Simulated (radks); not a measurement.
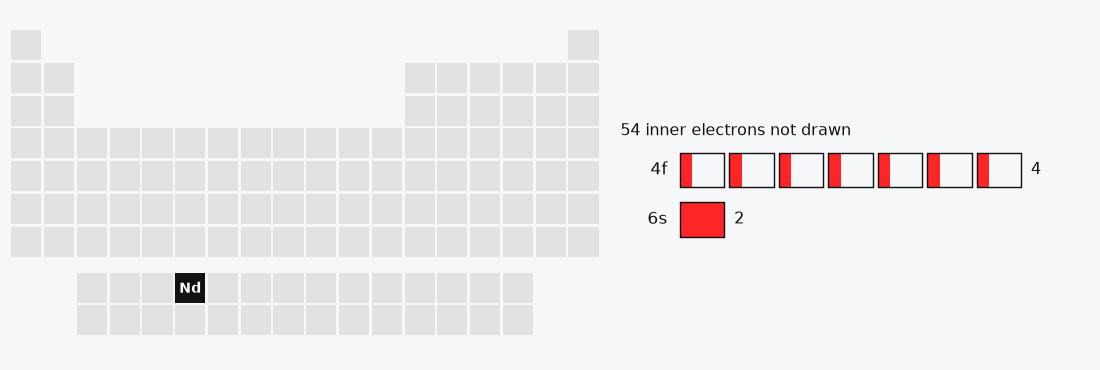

*Left, the place of neodymium in the periodic table; right, the outer shells as the input fills them: a box for each of the 2l + 1 orbitals, shaded by the share of the shell that is filled, with the electron count at the right.*

# Atomic calculation for Nd

The neutral neodymium atom in the configuration [Xe] 4f4 6s2 (high spin). Computed at this level: scalar-relativistic Kohn-Sham, PBE, spin-polarised, spherical densities, finite nucleus (the in-house radial solver radks).

What the run reported:

- outcome: converged
- total energy: −9623.5531 hartree
- kinetic energy: 10241.3923 hartree
- electron–nucleus energy: −23373.0830 hartree
- Hartree energy: 3730.3790 hartree
- exchange–correlation energy: −222.241390 hartree
- radius at density 0.001 e/bohr³: 5.36 bohr
- SCF iterations: 30
- hardware: 1 thread of Arm Neoverse N1, 77 GiB of memory available, shared host
- wall time: 0.55 s

What is odd here:

A numerical setting was moved from its usual value: mixing history nhist = 1, mixing factor beta = 0.5. The program ran to the end, and its total energy equals that of the same run with the usual input (−9623.55312 hartree) within 10⁻⁵ hartree, so the oddity leaves no trace in it.

Input:
```
Z 60
configuration [Xe] 4f4 6s2
relativity scalar-relativistic
functional pbe,pbe
spin polarised
nucleus finite rms 4.9123 fm
c 137.035999084
history 1
mixing 0.5
max_iterations 68
```

Energies in input and log are in hartree, lengths in bohr (the nuclear radius in fm).

Launched within a batch (the task file carries these settings):
```bash
python <driver script> task.json out
```

Output:
```
1s      1   1.0000       -1594.82029678
2s      1   1.0000        -257.93963517
2p      1   3.0000        -230.59419324
3s      1   1.0000         -55.96046877
3p      1   3.0000         -47.33466458
3d      1   5.0000         -35.36107482
4s      1   1.0000         -11.15870997
4p      1   3.0000          -8.33457908
4d      1   5.0000          -4.31951223
4f      1   4.0000          -0.09392817
5s      1   1.0000          -1.51078186
5p      1   3.0000          -0.83021664
6s      1   1.0000          -0.13127218
1s      2   1.0000       -1594.82027725
2s      2   1.0000        -257.93932747
2p      2   3.0000        -230.59401807
3s      2   1.0000         -55.92191362
3p      2   3.0000         -47.29630550
3d      2   5.0000         -35.33144169
4s      2   1.0000         -11.05334149
4p      2   3.0000          -8.22833928
4d      2   5.0000          -4.21228663
4f      2   0.0000          -0.00307183
5s      2   1.0000          -1.44249738
5p      2   3.0000          -0.77810696
6s      2   1.0000          -0.12434120
Etot -9623.553117829862
Ekin 10241.392281863727
Encl -23373.08301156696
Eh 3730.379001527209
Exc -222.2413896538383
err 8.972979226051275e-09
it 30
```
